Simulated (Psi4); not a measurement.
# SiH2O2 (SMILES O[Si]O) at HSE06/aug-cc-pVDZ

Aim: the energy change on altering one bond length of SiH2O2 at HSE06/aug-cc-pVDZ, from 2 runs. 

The calculation is run with Psi4 1.11.

2 further runs of the same task are left out: 2 set aside as unsound or not needed.

## (1) The structure to begin with

SiH2O2 has 5 atoms, charge 0, and is taken as a singlet. As SMILES, `O[Si]O`. The coordinates come from a PBE0-D4/def2-TZVP relaxation. This is one conformer, not always the lowest.

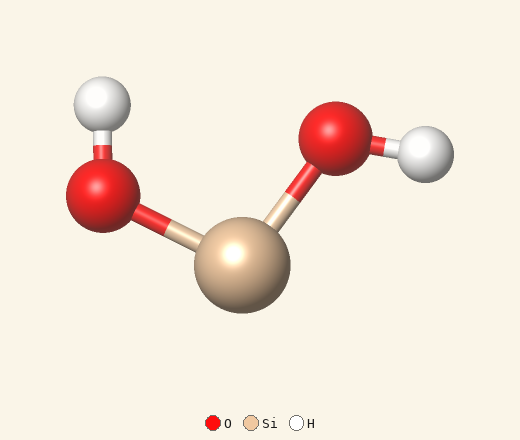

Viewed from a chosen angle; oxygen red, silicon light orange, hydrogen white.

## (2) Energy and forces at HSE06/aug-cc-pVDZ

input.json

```json
{
  "schema_name": "qcschema_input",
  "schema_version": 1,
  "molecule": {
    "schema_name": "qcschema_molecule",
    "schema_version": 2,
    "symbols": ["O", "Si", "O", "H", "H"],
    "geometry": [-2.72725274, -0.19955508, -0.51967468, -0.40062194, -1.49534028, 1.07279752, 1.95775627, 0.35432365, 0.12963521, -2.32795361, 1.22624328, -1.58000001, 3.59255834, -0.02475541, 0.8190073],
    "molecular_charge": 0,
    "molecular_multiplicity": 1,
    "fix_symmetry": "c1",
    "fix_com": true,
    "fix_orientation": true
  },
  "driver": "gradient",
  "model": {
    "method": "hse06",
    "basis": "aug-cc-pVDZ"
  },
  "keywords": {
    "puream": true,
    "e_convergence": 1e-09,
    "d_convergence": 1e-08,
    "scf_type": "pk",
    "dft_radial_points": 99,
    "dft_spherical_points": 590,
    "scf_properties": ["DIPOLE", "LOWDIN_CHARGES", "MAYER_INDICES"]
  }
}
```

Command:

```
psi4 --qcschema input.json -n 1 --memory 2200MB
```

stdout, shortened:

```text
[...]
  Running in c1 symmetry.
[...]
  Nuclear repulsion =  103.646253707904961
[...]
  Multiplicity = 1
[...]
  Nalpha       = 16
  Nbeta        = 16
[...]
    Number of basis functions: 91
[...]
   @RKS iter   1:  -440.61515195980877   -2.51035e-01   1.05756e-02 DIIS/ADIIS
[...]
   @RKS iter  11:  -440.97112346219984   -1.59162e-12   3.01201e-09 DIIS
[...]
    Orbital Energies [Eh]
    ---------------------
    Doubly Occupied:
       1A    -66.303080     2A    -19.229450     3A    -19.222798
       4A     -5.357132     5A     -3.692469     6A     -3.690880
       7A     -3.686767     8A     -1.046508     9A     -1.018504
      10A     -0.576599    11A     -0.532084    12A     -0.413005
      13A     -0.381310    14A     -0.374822    15A     -0.339159
      16A     -0.249999
[...]
  @RKS Final Energy:  -440.97112346219984
   => Energetics <=
    Nuclear Repulsion Energy =            103.6462537079049611
    One-Electron Energy =                -815.7152902133318548
    Two-Electron Energy =                 300.8192125286299756
    DFT Exchange-Correlation Energy =     -29.7212994854029624
    Empirical Dispersion Energy =           0.0000000000000000
    VV10 Nonlocal Energy =                  0.0000000000000000
    Total Energy =                       -440.9711234621998415
[...]
 Multipole Moments:
 ------------------------------------------------------------------------------------
     Multipole            Electronic (a.u.)      Nuclear  (a.u.)        Total (a.u.)
 ------------------------------------------------------------------------------------
 L = 1.  Multiply by 2.5417464519 to convert [e a0] to [Debye]
 Dipole X            :         11.1563465          -10.5000742            0.6562723
 Dipole Y            :         18.7432696          -18.4951275            0.2481421
 Dipole Z            :        -11.1851615           11.1378568           -0.0473047
 Magnitude           :                                                    0.7032109
[...]
  -Total Gradient:
     Atom            X                  Y                   Z
    ------   -----------------  -----------------  -----------------
       1        0.018427505271    -0.009772658190     0.012228654275
       2       -0.000882475513     0.026156667799    -0.021362855528
       3       -0.015540498808    -0.014662058090     0.008218525455
       4       -0.000224696654    -0.001761516180     0.001363405132
       5       -0.001801720263     0.000067939308    -0.000475761720
[...]
```

The result, in JSON:

```text
{
 "driver": "gradient",
 "model": {
  "method": "hse06",
  "basis": "aug-cc-pVDZ"
 },
 "success": true,
 "return_result": [0.01842750527102617, -0.009772658190287914, 0.012228654275023343, -0.0008824755133324154, 0.026156667799161343, -0.021362855527521762, -0.01554049880757541, -0.014662058090227748, 0.008218525454780384, -0.00022469665401523425, -0.0017615161804241386, 0.0013634051323117846, -0.0018017202630363771, 6.793930763936834e-05, -0.0004757617196831654],
 "properties": {
  "calcinfo_nbasis": 91,
  "calcinfo_nmo": 91,
  "calcinfo_nalpha": 16,
  "calcinfo_nbeta": 16,
  "calcinfo_natom": 5,
  "nuclear_repulsion_energy": 103.64625370790496,
  "return_energy": -440.97112346219984,
  "return_gradient": [0.01842750527102617, -0.009772658190287914, 0.012228654275023343, -0.0008824755133324154, 0.026156667799161343, -0.021362855527521762, -0.01554049880757541, -0.014662058090227748, 0.008218525454780384, -0.00022469665401523425, -0.0017615161804241386, 0.0013634051323117846, -0.0018017202630363771, 6.793930763936834e-05, -0.0004757617196831654],
  "scf_one_electron_energy": -815.7152902133319,
  "scf_two_electron_energy": 300.81921252863,
  "scf_xc_energy": -29.721299485402962,
  "scf_dipole_moment": [0.6562722707772988, 0.24814211122030727, -0.04730471720663054],
  "scf_total_energy": -440.97112346219984,
  "scf_total_gradient": [0.01842750527102617, -0.009772658190287914, 0.012228654275023343, -0.0008824755133324154, 0.026156667799161343, -0.021362855527521762, -0.01554049880757541, -0.014662058090227748, 0.008218525454780384, -0.00022469665401523425, -0.0017615161804241386, 0.0013634051323117846, -0.0018017202630363771, 6.793930763936834e-05, -0.0004757617196831654],
  "scf_iterations": 11
 }
}
```

It took 83 s on 1 thread of Intel Xeon Platinum 8259CL at 2.50GHz (Skylake/Cascade Lake), shared host; peak memory 1.2 GiB.

## (3) The distorted shape: a single-point energy at HSE06/aug-cc-pVDZ

input.dat

```
memory 2200 MB

molecule {
  0 1
  O     -3.54466701    -0.01001177    -0.86436640
  Si    -1.21803620    -1.30579697     0.72810581
  O      1.14034200     0.54386696    -0.21505650
  H     -3.14536788     1.41578659    -1.92469173
  H      3.59255834    -0.02475541     0.81900730
  units bohr
  symmetry c1
  no_reorient
  no_com
}

set globals {
  basis aug-cc-pVDZ
  puream true
  e_convergence 1e-09
  d_convergence 1e-08
  scf_type pk
  dft_radial_points 99
  dft_spherical_points 590
}

e_tot, wfn = energy("hse06", return_wfn=True)
oeprop(wfn, "LOWDIN_CHARGES", "DIPOLE", "QUADRUPOLE", title="HSE06")
print_variables()
```

Command:

```
psi4 -i input.dat -o output.dat -n 1
```

output.dat, shortened:

```text
[...]
  Running in c1 symmetry.
[...]
  Nuclear repulsion =  101.538264293666145
[...]
  Multiplicity = 1
[...]
  Nalpha       = 16
  Nbeta        = 16
[...]
    Number of basis functions: 91
[...]
   @RKS iter   1:  -440.46151697287377   -2.68557e-01   1.09061e-02 ADIIS/DIIS
[...]
   @RKS iter  11:  -440.88283557869784   -1.31308e-11   9.81661e-09 DIIS
[...]
    Orbital Energies [Eh]
    ---------------------
    Doubly Occupied:
       1A    -66.297649     2A    -19.248280     3A    -19.222482
       4A     -5.351842     5A     -3.687046     6A     -3.685510
       7A     -3.681650     8A     -1.034167     9A     -0.972425
      10A     -0.557385    11A     -0.475886    12A     -0.396221
      13A     -0.374223    14A     -0.367084    15A     -0.330194
      16A     -0.243296
[...]
  @RKS Final Energy:  -440.88283557869784
   => Energetics <=
    Nuclear Repulsion Energy =            101.5382642936661455
    One-Electron Energy =                -811.7797912632695443
    Two-Electron Energy =                 298.9656193308971410
    DFT Exchange-Correlation Energy =     -29.6069279399915324
    Empirical Dispersion Energy =           0.0000000000000000
    VV10 Nonlocal Energy =                  0.0000000000000000
    Total Energy =                       -440.8828355786978364
[...]
 Multipole Moments:
 ------------------------------------------------------------------------------------
     Multipole            Electronic (a.u.)      Nuclear  (a.u.)        Total (a.u.)
 ------------------------------------------------------------------------------------
 L = 1.  Multiply by 2.5417464519 to convert [e a0] to [Debye]
 Dipole X            :         36.6937121          -35.8399164            0.8537957
 Dipole Y            :         12.8555320          -12.6192849            0.2362472
 Dipole Z            :         -0.4438356            0.4524137            0.0085781
 Magnitude           :                                                    0.8859195
 L = 2.  Multiply by 1.3450342976 to convert [e a0^2] to [Debye ang]
 Quadrupole XX       :       -171.8057492          154.4907378          -17.3150113
 Quadrupole XY       :        -25.0477111           22.9704686           -2.0772425
[...]
```

Wall time 44 s (1 thread of Intel Xeon Platinum 8259CL at 2.50GHz (Skylake/Cascade Lake), shared host); peak memory 1.2 GiB.

## (4) Summary of results

Level: HSE06/aug-cc-pVDZ.

| quantity | value |
| --- | --- |
| first shape: total energy | -440.97112 Eh |
| first shape: dipole moment | 1.79 D |
| first shape: HOMO energy | -6.80 eV |
| first shape: LUMO energy | -1.64 eV |
| first shape: HOMO–LUMO gap | 5.16 eV |
| first shape: largest force on an atom | 1.737 eV/Å |
| distorted shape: total energy | -440.88284 Eh |
| distorted shape: dipole moment | 2.25 D |
| distorted shape: HOMO energy | -6.62 eV |
| distorted shape: LUMO energy | -2.96 eV |
| distorted shape: HOMO–LUMO gap | 3.66 eV |
| energy change with the O3–H5 bond stretched from 0.960 to 1.440 Å | 2.402 eV |

In words: One bond (distorted shape) is far stretched, which a spin-restricted single reference describes badly; a broken-symmetry solution may lie lower. With the O3–H5 bond stretched from 0.960 to 1.440 Å the energy rises by 2.40 eV (55 kcal/mol). The first shape isn't relaxed at this level, so the change isn't measured from a minimum. A restricted reference can't describe the breaking bond well at this length. The largest force (first shape) is 1.74 eV/Å: the shape isn't a stationary point for this species at this level.
